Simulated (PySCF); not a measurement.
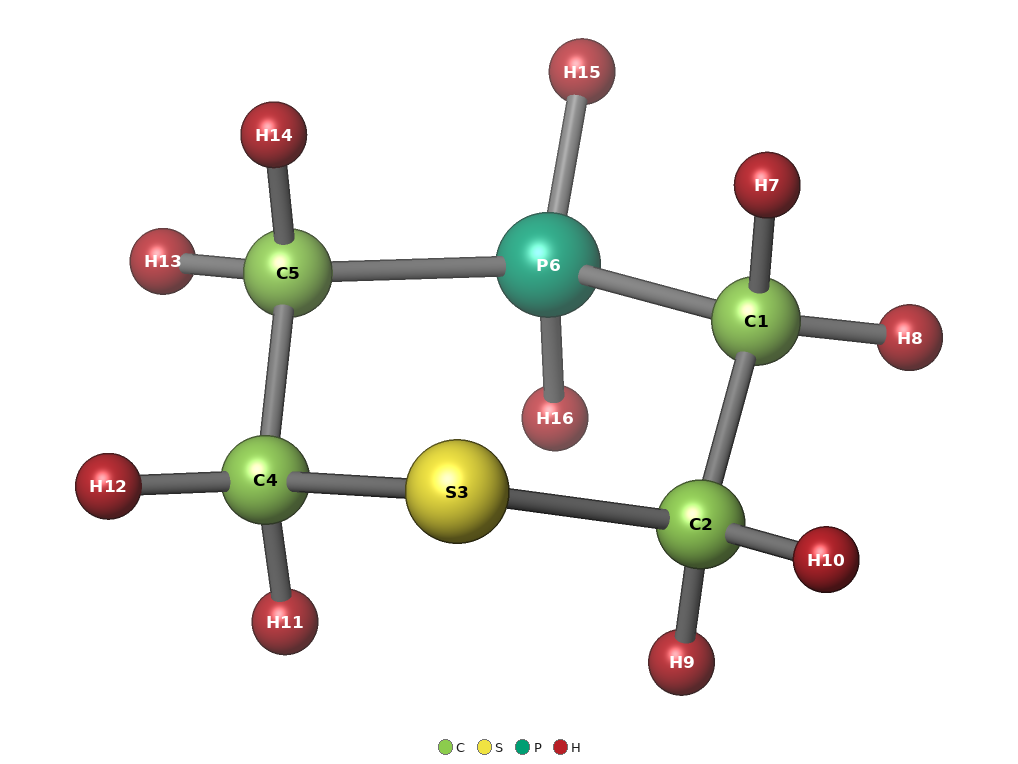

Depth is shown by fading: the farther an atom, the more it takes the colour of the background. State: charge +1, singlet. The geometry was computed by an optimisation with GFN2-xTB. No frequency run is at hand to confirm it as a minimum.

**What is the conformation of the ring C1–C2–S3–C4–C5–P6?**

It is a chair (Cremer–Pople θ = 15°, folded into 0 to 90°). The Cremer–Pople amplitude Q is 0.74 Å.

**Give the torsion angles round the ring, beginning with the bond from its second to its third atom.**

70°, −70°, 64°, −50°, 50°, −64°.
